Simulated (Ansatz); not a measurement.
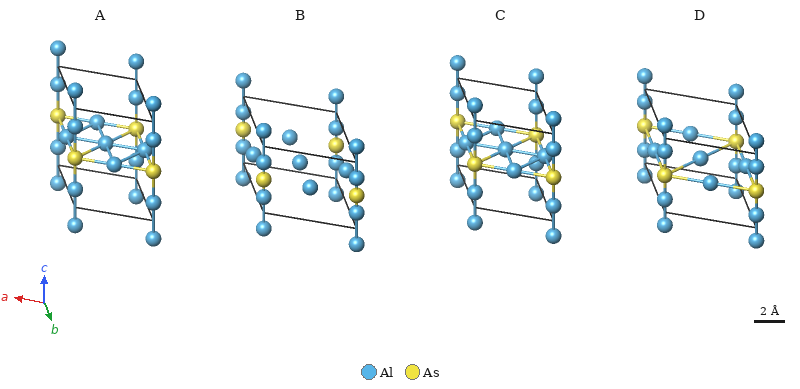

4 geometries from one relaxation of a crystal of Al5As (a generated structure, set up in P6/mmm) (coarse preliminary run), in shuffled order. The picture is a ball-and-stick view of the cell of the calculation, seen from a free direction.

Method: DFT PBE, scalar-relativistic, plane waves, PAW in Ansatz 0.2.0. (plane-wave cutoff 420 eV; k-point mesh 3 × 3 × 4; occupations gaussian; smearing width 0.1 eV; no spin polarisation; cell and atoms relaxed; force threshold 0.04 eV/Å; at most 70 steps)

> Order the frames from highest to lowest energy.

B, D, C, A. They are steps 0, 3, 7, 17, at +6935 meV per atom, +1004 meV per atom, +120 meV per atom relative to the last. The largest moves relative to the cell, 0.43 Å, are those of Al atoms. As stays in place. The drawn cell changes as follows: a = b 6.579 → 5.542 Å (−15.8 %), c 5.243 → 7.822 Å (+49.2 %); the volume changes by +5.8 %. Near-neighbour distances that change, for instance: Al–As 1.376 → 2.486 Å, Al–Al 3.290 → 2.771 Å, Al–As 3.290 → 2.771 Å, Al–Al 2.492 → 2.849 Å. The space group stays P6/mmm (No. 191). Over 15 accepted moves (17 points after the start) the energy falls by 6935 meV per atom. The largest force component goes from 76 to 0.037 eV/Å. Pressure: 55.27 GPa at the start and 0.03 GPa at the end. At 2 points the geometry stayed and the basis and grid were re-selected for the new cell (energy shift of 53.0 meV per atom at most each time). The run took 59 s on 1 thread of Arm Neoverse V1, with other jobs on the host, peak memory 0.41 GiB.
